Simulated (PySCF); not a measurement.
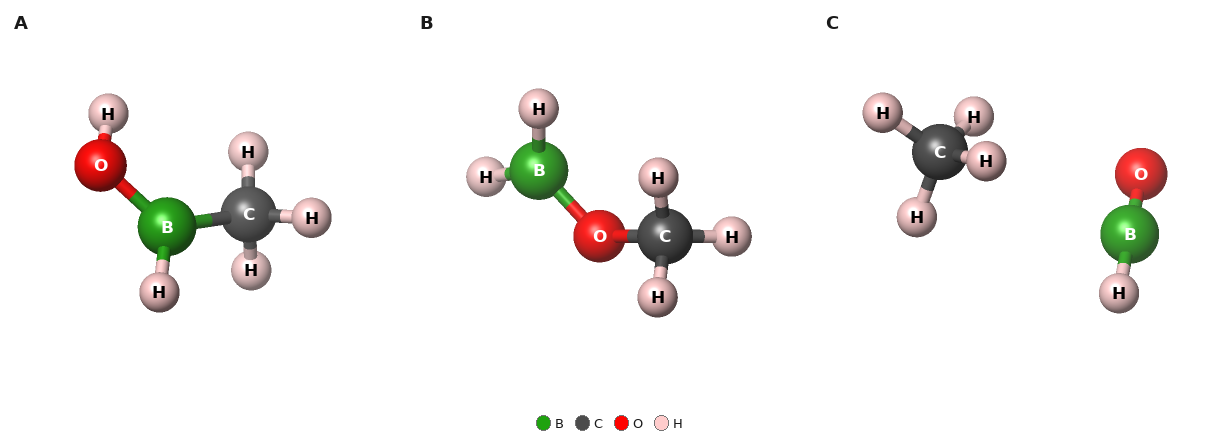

3 stationary structures of one formula. Geometries: PBE0-D4/def2-TZVP. Electronic energies: CCSD(T)/CBS (MP2 limit from def2-TZVPP and def2-QZVPP plus CCSD(T) − MP2) (PySCF 2.14.0), without zero-point energy. No frequency run is at hand to confirm each as a minimum. Each is one conformer, not always the lowest.

Question: Which is lowest in energy, and by how much?

Answer: A is lowest (Cs); C lies 42.9 kJ/mol above it (Cs), B lies 101.8 kJ/mol above it (Cs).
